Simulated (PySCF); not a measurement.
# C$_{7}$H$_{12}$Ge (SMILES C=C[CH2][GeH]1[CH2]C=C[CH2]1): what the fields show

```yaml
atoms:
  - { symbol: C, position_ang: [2.8998, 1.0107, -0.0815] }
  - { symbol: C, position_ang: [2.5064, -0.2562, 0.0843] }
  - { symbol: C, position_ang: [1.3932, -0.9221, -0.6444] }
  - { symbol: Ge, position_ang: [-0.2378, -1.0272, 0.4610] }
  - { symbol: C, position_ang: [-1.8219, -1.5551, -0.5900] }
  - { symbol: C, position_ang: [-2.6194, -0.2798, -0.6288] }
  - { symbol: C, position_ang: [-2.2105, 0.8040, 0.0495] }
  - { symbol: C, position_ang: [-0.9441, 0.7658, 0.8598] }
  - { symbol: H, position_ang: [2.4330, 1.6612, -0.8289] }
  - { symbol: H, position_ang: [3.7055, 1.4399, 0.5189] }
  - { symbol: H, position_ang: [3.0125, -0.8621, 0.8475] }
  - { symbol: H, position_ang: [1.1182, -0.3658, -1.5550] }
  - { symbol: H, position_ang: [1.6622, -1.9480, -0.9438] }
  - { symbol: H, position_ang: [0.0226, -1.9018, 1.7053] }
  - { symbol: H, position_ang: [-1.5585, -1.9069, -1.6017] }
  - { symbol: H, position_ang: [-2.3860, -2.3751, -0.1142] }
  - { symbol: H, position_ang: [-3.5448, -0.2454, -1.2156] }
  - { symbol: H, position_ang: [-2.8021, 1.7266, 0.0201] }
  - { symbol: H, position_ang: [-1.1414, 0.9153, 1.9347] }
  - { symbol: H, position_ang: [-0.2340, 1.5568, 0.5650] }
```

Geometry: PBE0-D3(BJ)/def2-SVP.

All numbers below come from CAM-B3LYP/def2-SVPD, SCF density, gas phase (PySCF).

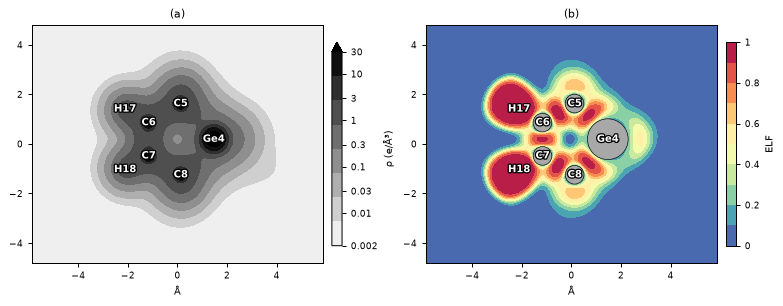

Figure 1. (a) total electron density; (b) electron localisation function on the plane of atoms C6, C7 and H18. Grey discs cover the atomic cores in the ELF map.

Q: Interpret the plot.

A: The section cuts through Ge, C and H sites. C–C (1.34 Å): ρ is about 2.3 e/Å³ halfway; the ELF peaks at about 0.95 between the atoms; a multiple bond. C–Ge (1.97 Å): ρ at the midpoint is about 0.88 e/Å³; the ELF peaks at about 0.95 in the valence shell of C, 0.7 Å from its nucleus, and is about 0.70 at the midpoint. C–H (1.10 Å): the density is about 1.9 e/Å³ at the midpoint; the ELF climbs to about 1 towards the hydrogen, as it does in any bond to H: an ordinary covalent bond to hydrogen. C–C (1.50 Å): the density is about 1.7 e/Å³ at the midpoint; the ELF peaks at about 0.95 between the atoms; a covalent bond.

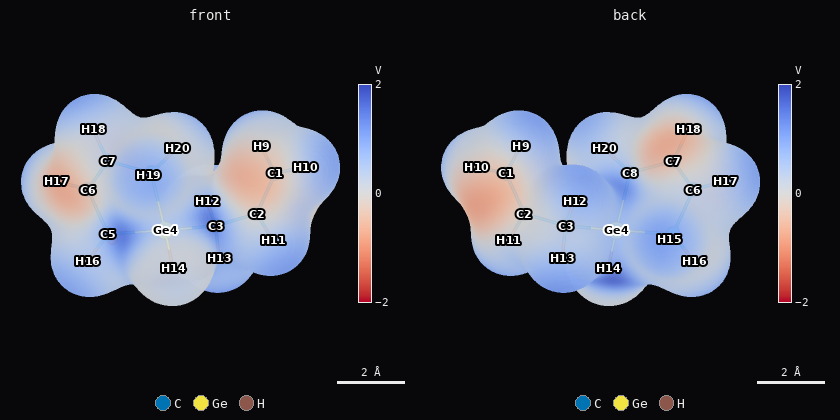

Figure 2. The electrostatic potential painted on the density surface at 0.004 e/bohr³, seen from the front and from behind; red is negative and blue positive.

Q: Describe the electrostatic potential map.

A: The most negative region (about −0.8 V) lies over the π face of C1, C2, C6 and C7, the most positive (about +1.5 V) over Ge4.
